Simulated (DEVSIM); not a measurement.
Structure: Schottky contact on n-type Si, at 400 K.

```
layer (left to right)  material  thickness (μm)  Nd (cm⁻³)   τn (s)   τp (s)
---------------------  --------  --------------  ---------  -------  -------
1                            Si            1.90     2.5e17  0.00084  0.00084
```

Left contact: Schottky, work function 4.85 eV, emission velocity 1.9e6 cm/s. Right contact: ohmic. Voltage is applied to the left contact. Recombination: SRH at mid-gap, Auger. Mobility is constant in doping.

The device is made up for the run: typed textbook-type constants, with dimensions and the other settings drawn at random. Values at 300 K; Nc and Nv go as T^1.5, mobilities as T to minus their exponent, the gap by Varshni's rule with the affinity fixed.

```csv
parameter,Si
gap (eV),1.124
affinity (eV),4.05
permittivity,11.7
Nc (cm⁻³),2.86e19
Nv (cm⁻³),3.1e19
μn (cm²/Vs),1417
μp (cm²/Vs),470
T exponent of μn,2.3
T exponent of μp,2.2
Cn (cm⁶/s),2.8e-31
Cp (cm⁶/s),9.9e-32
Varshni α (eV/K),0.000473
Varshni β (K),636
```

Model (solved in DEVSIM): 1D drift-diffusion, Boltzmann statistics, complete ionisation; no tunnelling, impact ionisation, image-force lowering or self-heating. Metal contacts follow the ideal Schottky-Mott rule: no Fermi-level pinning, no interface dipoles.

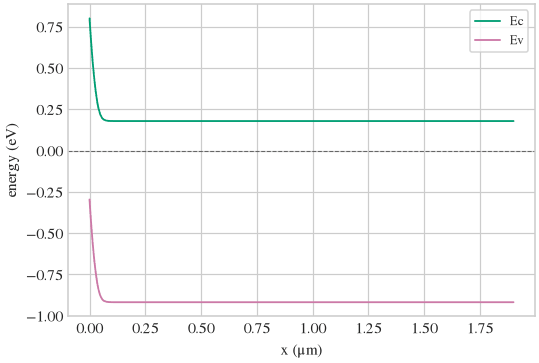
Figure. Band edges at zero bias

Energies count from the Fermi level of the right contact; mesh points crowd at the junctions.

```json
[
 {"x (μm)": "0.000", "Ec (eV)": "0.800", "Ev (eV)": "-0.296", "n (cm⁻³)": "3.7e9", "p (cm⁻³)": "8.8e15", "field (V/cm)": "-210000"},
 {"x (μm)": "0.009233", "Ec (eV)": "0.620", "Ev (eV)": "-0.477", "n (cm⁻³)": "6.9e11", "p (cm⁻³)": "4.7e13", "field (V/cm)": "-180000"},
 {"x (μm)": "0.02192", "Ec (eV)": "0.426", "Ev (eV)": "-0.671", "n (cm⁻³)": "1.9e14", "p (cm⁻³)": "1.7e11", "field (V/cm)": "-130000"},
 {"x (μm)": "0.03937", "Ec (eV)": "0.260", "Ev (eV)": "-0.837", "n (cm⁻³)": "2.3e16", "p (cm⁻³)": "1.4e9", "field (V/cm)": "-63000"},
 {"x (μm)": "0.07450", "Ec (eV)": "0.181", "Ev (eV)": "-0.915", "n (cm⁻³)": "2.3e17", "p (cm⁻³)": "1.4e8", "field (V/cm)": "-3100"},
 {"x (μm)": "0.1116", "Ec (eV)": "0.178", "Ev (eV)": "-0.918", "n (cm⁻³)": "2.5e17", "p (cm⁻³)": "1.3e8", "field (V/cm)": "-65"},
 {"x (μm)": "0.1627", "Ec (eV)": "0.178", "Ev (eV)": "-0.918", "n (cm⁻³)": "2.5e17", "p (cm⁻³)": "1.3e8", "field (V/cm)": "≈ 0"},
 {"x (μm)": "0.2655", "Ec (eV)": "0.178", "Ev (eV)": "-0.918", "n (cm⁻³)": "2.5e17", "p (cm⁻³)": "1.3e8", "field (V/cm)": "≈ 0"},
 {"x (μm)": "0.3742", "Ec (eV)": "0.178", "Ev (eV)": "-0.918", "n (cm⁻³)": "2.5e17", "p (cm⁻³)": "1.3e8", "field (V/cm)": "≈ 0"},
 {"x (μm)": "0.5236", "Ec (eV)": "0.178", "Ev (eV)": "-0.918", "n (cm⁻³)": "2.5e17", "p (cm⁻³)": "1.3e8", "field (V/cm)": "≈ 0"},
 {"x (μm)": "0.7289", "Ec (eV)": "0.178", "Ev (eV)": "-0.918", "n (cm⁻³)": "2.5e17", "p (cm⁻³)": "1.3e8", "field (V/cm)": "≈ 0"},
 {"x (μm)": "1.093", "Ec (eV)": "0.178", "Ev (eV)": "-0.918", "n (cm⁻³)": "2.5e17", "p (cm⁻³)": "1.3e8", "field (V/cm)": "≈ 0"},
 {"x (μm)": "1.320", "Ec (eV)": "0.178", "Ev (eV)": "-0.918", "n (cm⁻³)": "2.5e17", "p (cm⁻³)": "1.3e8", "field (V/cm)": "≈ 0"},
 {"x (μm)": "1.485", "Ec (eV)": "0.178", "Ev (eV)": "-0.918", "n (cm⁻³)": "2.5e17", "p (cm⁻³)": "1.3e8", "field (V/cm)": "≈ 0"},
 {"x (μm)": "1.641", "Ec (eV)": "0.178", "Ev (eV)": "-0.918", "n (cm⁻³)": "2.5e17", "p (cm⁻³)": "1.3e8", "field (V/cm)": "≈ 0"},
 {"x (μm)": "1.718", "Ec (eV)": "0.178", "Ev (eV)": "-0.918", "n (cm⁻³)": "2.5e17", "p (cm⁻³)": "1.3e8", "field (V/cm)": "≈ 0"},
 {"x (μm)": "1.774", "Ec (eV)": "0.178", "Ev (eV)": "-0.918", "n (cm⁻³)": "2.5e17", "p (cm⁻³)": "1.3e8", "field (V/cm)": "≈ 0"},
 {"x (μm)": "1.815", "Ec (eV)": "0.178", "Ev (eV)": "-0.918", "n (cm⁻³)": "2.5e17", "p (cm⁻³)": "1.3e8", "field (V/cm)": "≈ 0"},
 {"x (μm)": "1.854", "Ec (eV)": "0.178", "Ev (eV)": "-0.918", "n (cm⁻³)": "2.5e17", "p (cm⁻³)": "1.3e8", "field (V/cm)": "≈ 0"},
 {"x (μm)": "1.873", "Ec (eV)": "0.178", "Ev (eV)": "-0.918", "n (cm⁻³)": "2.5e17", "p (cm⁻³)": "1.3e8", "field (V/cm)": "≈ 0"},
 {"x (μm)": "1.887", "Ec (eV)": "0.178", "Ev (eV)": "-0.918", "n (cm⁻³)": "2.5e17", "p (cm⁻³)": "1.3e8", "field (V/cm)": "≈ 0"},
 {"x (μm)": "1.900", "Ec (eV)": "0.178", "Ev (eV)": "-0.918", "n (cm⁻³)": "2.5e17", "p (cm⁻³)": "1.3e8", "field (V/cm)": "≈ 0"}
]
```
